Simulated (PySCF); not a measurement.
**AlHCl2 (SMILES [H][Al]([Cl])[Cl]): CCSDT(Q)/STO-6G**

Aim: the energy change on altering one bond length of AlHCl2 at CCSDT(Q)/STO-6G, from 2 runs. 

The results are computed with PySCF 2.14.0.

11 further runs of the same task are left out: 11 set aside as unsound or not needed.

## (1) The structure to begin with

The species is AlHCl2 (4 atoms), meant as a singlet with charge 0. SMILES: `[H][Al]([Cl])[Cl]`. The shape comes from GFN2-xTB, which is rough for such elements, and wasn't checked as a minimum.

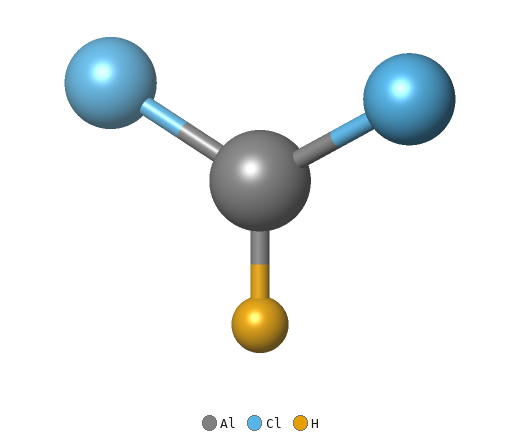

The structure, seen from a chosen angle (aluminium grey, chlorine blue, hydrogen amber).

## (2) A single-point energy at CCSDT(Q)/STO-6G

File geometry.xyz:

```xyz
4
AlCl2H
Al    -0.047750    -0.080660    -0.000420
Cl     1.971850    -0.182600     0.014280
Cl    -1.095680     1.649890    -0.015830
H     -0.828410    -1.386630     0.001980
```

File calc.py:

```python
# AlCl2H
from pyscf import gto, scf, cc

system = gto.M(
    atom='geometry.xyz',
    max_memory=1860,
    verbose=3,
    basis='sto-6g',
)

myscf = scf.RHF(system)
myscf.conv_tol = 1e-10
myscf.kernel()
if not myscf.converged:
    myscf = myscf.newton().run(myscf.mo_coeff, myscf.mo_occ)

mycc = cc.CCSDT(myscf, frozen=15)
mycc.kernel()
e_bracket, e_q = mycc.ccsdt_q()
energy = mycc.e_tot + e_q
print('Final energy', energy)
```

On the command line:

```console
OMP_NUM_THREADS=1 python calc.py
```

Log:

```text
converged SCF energy = -1157.71690141536
_make_eris_incore_RCCSDT

WARN: A large `blksize` is being used, which may cause large memory consumption
      for storing contraction intermediates. If memory is sufficient, consider using
      `pyscf.cc.rccsdt_highm.RCCSDT` instead.

RCCSDT converged
E(RCCSDT) = -1157.759427575499   E_corr = -0.04252616013861034
E_corr(same-spin) = -0.00473623237080589
E_corr(oppo-spin) = -0.0377899277678045
_make_eris_incore_RCCSDT
Final energy -1157.7594221050986
```

It took 2.3 s on 1 thread of Arm Neoverse V2, shared host; peak memory 0.11 GiB.

## (3) The distorted shape at the same level

File job.py:

```python
from pyscf import gto, scf, cc

mol = gto.M(
    atom='''
Al       0.108376       0.180523      -0.000900
Cl       2.127976       0.078583       0.013800
Cl      -0.939554       1.911073      -0.016310
H       -0.828410      -1.386630       0.001980
''',
    max_memory=1860,
    basis='sto-6g',
    verbose=4,
)

hf = scf.RHF(mol)
hf.conv_tol = 1e-10
hf.kernel()
if not hf.converged:
    hf = hf.newton().run(hf.mo_coeff, hf.mo_occ)

mycc = cc.CCSDT(hf, frozen=15)
mycc.kernel()
e_bracket, e_q = mycc.ccsdt_q()
etot = mycc.e_tot + e_q
print('E(%s) = %.9f' % ('CCSDT(Q)', etot))
```

On the command line:

```console
OMP_NUM_THREADS=1 python job.py
```

Log:

```text
PySCF version 2.14.0

[INPUT] num. atoms = 4
[INPUT] num. electrons = 48
[INPUT] charge = 0
[INPUT] spin (= nelec alpha-beta = 2S) = 0
[INPUT] symmetry False subgroup None
[INPUT] Mole.unit = angstrom
[INPUT] Symbol           X                Y                Z      unit          X                Y                Z       unit  Magmom
[INPUT]  1 Al     0.108376000000   0.180523000000  -0.000900000000 AA    0.204800958476   0.341139029185  -0.001700753512 Bohr   0.0
[INPUT]  2 Cl     2.127976000000   0.078583000000   0.013800000000 AA    4.021291839647   0.148500348047   0.026078220519 Bohr   0.0
[INPUT]  3 Cl    -0.939554000000   1.911073000000  -0.016310000000 AA   -1.775499739240   3.611404574051  -0.030821433092 Bohr   0.0
[INPUT]  4 H     -0.828410000000  -1.386630000000   0.001980000000 AA   -1.565468018851  -2.620350936106   0.003741657727 Bohr   0.0

nuclear repulsion = 167.654880689276
number of shells = 16
number of NR pGTOs = 168
number of NR cGTOs = 28
basis = sto-6g
ecp = {}

******** <class 'pyscf.scf.hf.RHF'> ********
method = RHF
initial guess = minao
damping factor = 0
level_shift factor = 0
DIIS = <class 'pyscf.scf.diis.CDIIS'>
diis_start_cycle = 1
diis_space = 8
diis_damp = 0
SCF conv_tol = 1e-10
SCF conv_tol_grad = None
SCF max_cycles = 50
direct_scf = True
direct_scf_tol = 1e-13
Set gradient conv threshold to 1e-05
Initial guess from minao.
init E= -1157.09183699736
  HOMO = -0.363134640013394  LUMO = 0.0856050995499781  gap/eV = 12.21083
cycle= 1 E= -1157.6293047861  delta_E= -0.537  |g|= 0.291  |ddm|= 2.16
  HOMO = -0.360499124965092  LUMO = 0.205610262324836  gap/eV = 15.40462
cycle= 2 E= -1157.67218991999  delta_E= -0.0429  |g|= 0.051  |ddm|= 0.689
  HOMO = -0.356600549084017  LUMO = 0.258174112276605  gap/eV = 16.72887
cycle= 3 E= -1157.67335513461  delta_E= -0.00117  |g|= 0.0115  |ddm|= 0.0989
  HOMO = -0.355680395035018  LUMO = 0.258009375445361  gap/eV = 16.69935
cycle= 4 E= -1157.67346319071  delta_E= -0.000108  |g|= 0.00149  |ddm|= 0.0376
  HOMO = -0.355917707332625  LUMO = 0.25770621376652  gap/eV = 16.69756
cycle= 5 E= -1157.67346519117  delta_E= -2e-06  |g|= 0.000174  |ddm|= 0.00553
  HOMO = -0.355925815424677  LUMO = 0.257726548542749  gap/eV = 16.69833
cycle= 6 E= -1157.67346522131  delta_E= -3.01e-08  |g|= 2.93e-05  |ddm|= 0.000596
  HOMO = -0.355921818505433  LUMO = 0.257731861859261  gap/eV = 16.69837
cycle= 7 E= -1157.67346522221  delta_E= -9.02e-10  |g|= 3.64e-06  |ddm|= 0.00011
  HOMO = -0.355921521939655  LUMO = 0.257731443580667  gap/eV = 16.69835
cycle= 8 E= -1157.67346522222  delta_E= -8.41e-12  |g|= 3.09e-07  |ddm|= 1.17e-05
  HOMO = -0.355921548700348  LUMO = 0.257731548320245  gap/eV = 16.69835
Extra cycle  E= -1157.67346522222  delta_E= -6.82e-13  |g|= 8.12e-08  |ddm|= 7.05e-07
converged SCF energy = -1157.67346522222

******** <class 'pyscf.cc.rccsdt.RCCSDT'> ********
RCCSDT nocc = 9, nmo = 13
Allocating only the i<=j<=k part of the T3 amplitude in memory
frozen orbitals 15
max_cycle = 50
conv_tol = 1e-07
conv_tol_normt = 1e-06
diis with the T3 amplitude
diis_space = 6
diis_start_cycle = 0
diis_start_energy_diff = 1e+09
einsum_backend: numpy
_make_eris_incore_RCCSDT
blksize  8    blksize_oovv  4    blksize_oooo  4    blksize_vvvv  1

WARN: A large `blksize` is being used, which may cause large memory consumption
      for storing contraction intermediates. If memory is sufficient, consider using
      `pyscf.cc.rccsdt_highm.RCCSDT` instead.

Approximate memory usage estimate
    T3 memory                82.5 KB
    R3 memory                82.5 KB
    Symmetrized T3 memory    45.0 KB
    ERIs memory               223 KB
    T1-ERIs memory            223 KB
    Intermediates memory      223 KB
    Block workspace           104 KB
    T3 einsum buffer          104 KB
Init t2, MP2 energy = -1157.710902665851  E_corr(MP2) -0.037437443635
Init E_corr(RCCSDT) = -0.0374374436346247
cycle =  1  E_corr(RCCSDT) = -0.046036406729  dE = -8.598963094290e-03  norm(d tamps) = 5.19868808e-02
cycle =  2  E_corr(RCCSDT) = -0.050845026915  dE = -4.808620186192e-03  norm(d tamps) = 2.24870493e-02
cycle =  3  E_corr(RCCSDT) = -0.052666844076  dE = -1.821817160397e-03  norm(d tamps) = 9.91711153e-03
cycle =  4  E_corr(RCCSDT) = -0.053662084543  dE = -9.952404670246e-04  norm(d tamps) = 4.23232016e-03
cycle =  5  E_corr(RCCSDT) = -0.053640095494  dE =  2.198904804664e-05  norm(d tamps) = 8.90186325e-04
cycle =  6  E_corr(RCCSDT) = -0.053639021211  dE =  1.074283308547e-06  norm(d tamps) = 2.51534237e-04
cycle =  7  E_corr(RCCSDT) = -0.053639877740  dE = -8.565289523130e-07  norm(d tamps) = 6.70950842e-05
cycle =  8  E_corr(RCCSDT) = -0.053640177596  dE = -2.998558532100e-07  norm(d tamps) = 2.14083595e-05
cycle =  9  E_corr(RCCSDT) = -0.053640109469  dE =  6.812685295066e-08  norm(d tamps) = 8.41430806e-06
cycle = 10  E_corr(RCCSDT) = -0.053640007021  dE =  1.024477698300e-07  norm(d tamps) = 2.77448274e-06
cycle = 11  E_corr(RCCSDT) = -0.053639987688  dE =  1.933372250490e-08  norm(d tamps) = 9.78411334e-07
RCCSDT converged
E(RCCSDT) = -1157.727105209904   E_corr = -0.05363998768763376
E_corr(same-spin) = -0.00505342185974506
E_corr(oppo-spin) = -0.0485865658278887
_make_eris_incore_RCCSDT
[Q] correction =  1.253184108725e-04    (Q) correction =  1.122210834123e-05
E(CCSDT(Q)) = -1157.727093988
```

It took 2.4 s on 1 thread of Arm Neoverse V2, shared host; peak memory 0.11 GiB.

## (4) Summary of results

Level: CCSDT(Q)/STO-6G, 15 core orbitals frozen.

| quantity | value |
| --- | --- |
| first shape: total energy | -1157.75942 Eh |
| first shape: dipole moment (Hartree–Fock density) | 2.04 D |
| first shape: HOMO energy (Hartree–Fock orbitals) | -10.43 eV |
| first shape: LUMO energy (Hartree–Fock orbitals) | 7.06 eV |
| first shape: HOMO–LUMO gap (Hartree–Fock orbitals) | 17.49 eV |
| first shape: correlation energy (15 core orbitals frozen) | -42.5 mEh |
| first shape: T1 diagnostic | 0.007 |
| distorted shape: total energy | -1157.72709 Eh |
| distorted shape: dipole moment (Hartree–Fock density) | 1.75 D |
| distorted shape: HOMO energy (Hartree–Fock orbitals) | -9.69 eV |
| distorted shape: LUMO energy (Hartree–Fock orbitals) | 7.01 eV |
| distorted shape: HOMO–LUMO gap (Hartree–Fock orbitals) | 16.70 eV |
| distorted shape: correlation energy (15 core orbitals frozen) | -53.6 mEh |
| distorted shape: T1 diagnostic | 0.008 |
| energy change with the Al1–H4 bond stretched from 1.522 to 1.826 Å | 0.880 eV |

In words: With the Al1–H4 bond stretched from 1.522 to 1.826 Å the energy rises by 0.88 eV (20.3 kcal/mol). The first shape isn't relaxed at this level, so the change isn't measured from a minimum. The minimal basis adds a large error of its own. Mulliken charges (first shape) of the mean-field density run from -0.47 on Cl3 to +1.17 on Al1.
